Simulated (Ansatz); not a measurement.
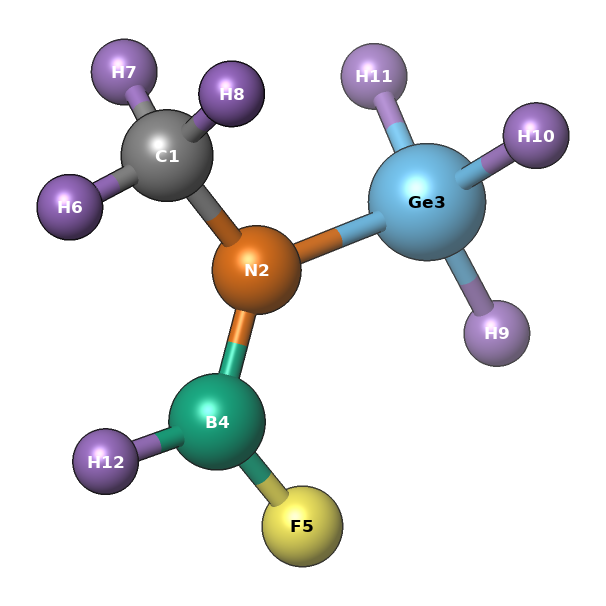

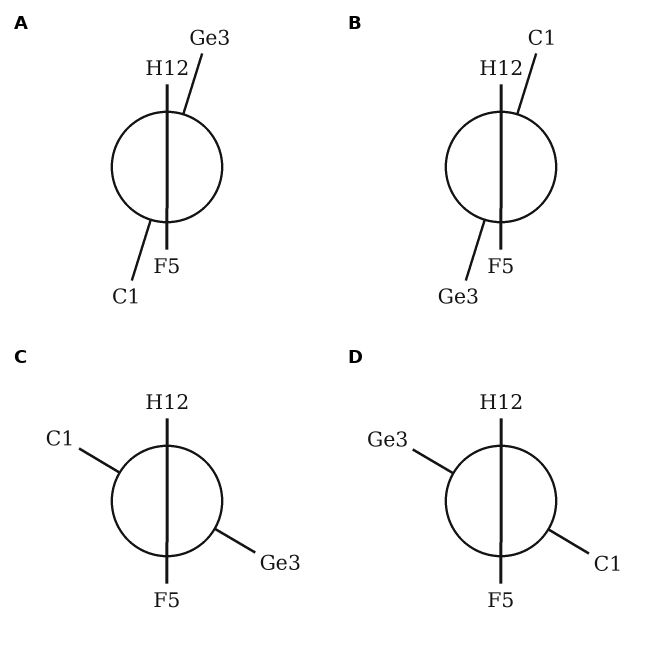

Atoms fade into the background with distance from the viewer. Bonds that would overlap in a projection are set slightly apart. Computed geometry: PBE-D4/def2-SVP optimisation. No frequency run is at hand to confirm it as a minimum.

Which Newman projection shows the view along B4–N2, with B4 in front?

Answer. B. The torsion angle F5–B4–N2–Ge3 is 0°, synperiplanar (eclipsed).
